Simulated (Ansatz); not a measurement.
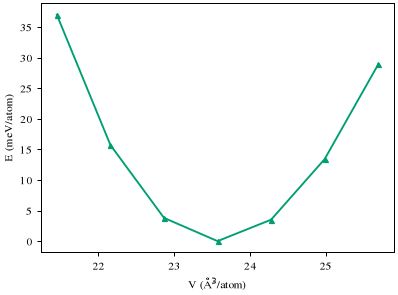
Sc (dhcp (α-La type), space group No. 194) under volume change, DFT-PBEsol in the program Ansatz with PAW potentials, shape and atoms relaxed at each volume.

Q: What does a third-order Birch–Murnaghan fit give for V₀, B₀ and B′?

A: V₀ = 23.57 Å³/atom, B₀ = 54.7 GPa, B′ = 3.1.

Space group P6_3/mmc (dhcp (α-La type)). The start of the workflow was typed in or built on a structure type. Its sites differ from those of the usual phase in this space group: another stacking or structure type. Symmetry was held in the PBEsol relaxation; whether a distortion lowers the energy is not shown. The run is not spin-polarised.

Potentials: the later of the program's two PAW sets.
